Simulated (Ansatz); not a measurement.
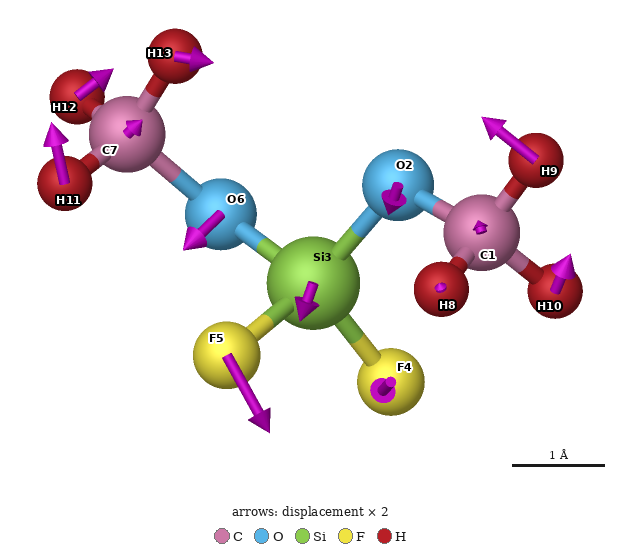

This is a relaxation of C2H6F2O2Si (coarse preliminary run). The starting structure is drawn; purple arrows show the displacements, 2 times their true length. The two geometries are superimposed by the best rigid fit.

A ball-and-stick model, seen at a tilt.

The start comes from a force field.

Theory: RKS PBE-D4/def2-SVP (Ansatz).

Input file:
```yaml
crystal:
  periodic: [false, false, false]
  atoms:
    - {symbol: C, position_ang: [-1.885100, -0.211800, 1.303600]}
    - {symbol: O, position_ang: [-1.074800, -0.262100, 0.170800]}
    - {symbol: Si, position_ang: [0.178600, 0.791100, 0.088600]}
    - {symbol: F, position_ang: [-0.260100, 2.295400, 0.245800]}
    - {symbol: F, position_ang: [1.205300, 0.448400, 1.294700]}
    - {symbol: O, position_ang: [1.032000, 0.649100, -1.328200]}
    - {symbol: C, position_ang: [1.720000, -0.590900, -1.576800]}
    - {symbol: H, position_ang: [-1.359900, -0.350100, 2.220700]}
    - {symbol: H, position_ang: [-2.709100, -0.910800, 1.225800]}
    - {symbol: H, position_ang: [-2.423700, 0.812800, 1.361900]}
    - {symbol: H, position_ang: [2.458900, -0.792500, -0.811300]}
    - {symbol: H, position_ang: [2.202100, -0.511300, -2.540200]}
    - {symbol: H, position_ang: [0.936300, -1.402200, -1.640500]}
basis:
  gaussian: {orbitals: def2-SVP}
hamiltonian: {xc: pbe, dispersion: d4}
relax: {f_tol: 0.03, max_steps: 200}
```

Run as
```bash
ansatz run in.yaml --threads 4 --pin off --events-out ev --progress --plain --max-ram 11315MiB
```

Question: Describe the change and its energy.

Answer: After 12 accepted moves (13 points after the start) the energy has fallen by 6.50 kcal/mol. Largest force component: 2.2 eV/Å at the start, 0.014 eV/Å at the end. The line search rejected the trial step at point 6 of the run. The forces were under the threshold at step 5, but the run went on from there. The largest move after the best rigid fit is that of F5, 0.49 Å. Largest moves by element: F 0.49 Å, H 0.38 Å, O 0.32 Å, Si 0.23 Å, C 0.12 Å. Some distances before and after: C1–H10 1.159 → 1.112 Å, C1–H8 1.066 → 1.112 Å, Si3–F4 1.575 → 1.616 Å, C1–O2 1.394 → 1.422 Å. Bond angles that change, for instance: Si3–O6–C7 117.8° → 125.1°, F5–Si3–O6 106.9° → 112.8°, H9–C1–H10 102.7° → 108.3°. Groups turn about Si3–O6 by about 25°. The run took 26 s on 4 threads of Arm Neoverse V1 (shared host).
